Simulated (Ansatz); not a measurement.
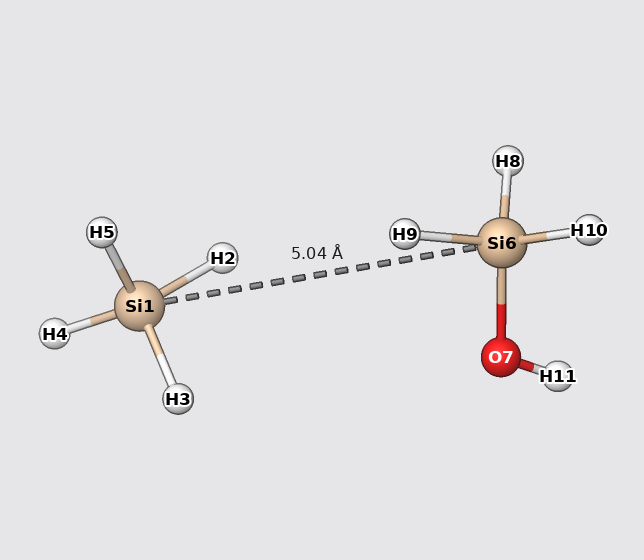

Two molecules or ions; the broken line marks their closest contact (measured against van der Waals radii). Geometry: a pair of rigid molecules at a changed separation. Program: Ansatz 0.2.0.

**Which two species are they?**

SiH4 and H4OSi (`O[SiH3].[SiH4]`).

Give the counterpoise-corrected interaction energy (kJ/mol, monomers kept as in the pair) with RHF-CCSD(T) (frozen core)/def2-TZVPPD; ωB97M-V/def2-TZVPPD; PBE0-D4/def2-TZVPPD; r2SCAN-D4/def2-TZVPPD; B3LYP-D4/def2-TZVPPD.

```
                                level  interaction energy (kJ/mol)
RHF-CCSD(T) (frozen core)/def2-TZVPPD                         −1.8
                  ωB97M-V/def2-TZVPPD                         −2.0
                  PBE0-D4/def2-TZVPPD                         −2.8
                r2SCAN-D4/def2-TZVPPD                         −1.9
                 B3LYP-D4/def2-TZVPPD                         −2.2
```
